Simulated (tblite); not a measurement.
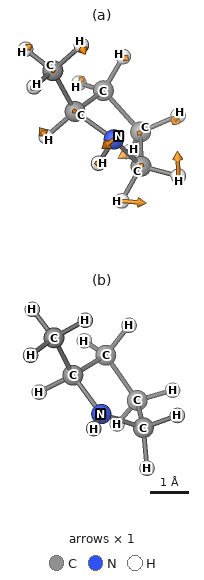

The structure of C$_{5}$H$_{11}$N (charge +1, multiplicity 2) before (top) and after (bottom) a relaxation, at one scale. The orange arrows give the displacements, at their true length.

Style: ball-and-stick. Shown from a free direction.

Method: GFN2-xTB geometry optimisation, gas phase in tblite. 

What changed between the two?

After 78 geometry steps the energy has fallen by 14.7 kcal/mol. An H atom moves most after the best rigid fit: 0.73 Å. Largest moves by element: H 0.73 Å, N 0.49 Å, C 0.15 Å. Some distances before and after: C–N 1.468 → 1.409 Å, C–H 1.083 → 1.111 Å, C–H 1.113 → 1.086 Å, C–C 1.519 → 1.537 Å. Among the angles between lasting bonds that change: C–N–H 111.2° → 122.7°, C–N–H 110.9° → 122.2°, C–N–C 105.5° → 114.9°. Cost: 0.39 s on 1 thread of Arm Neoverse V1, with other jobs on the host.
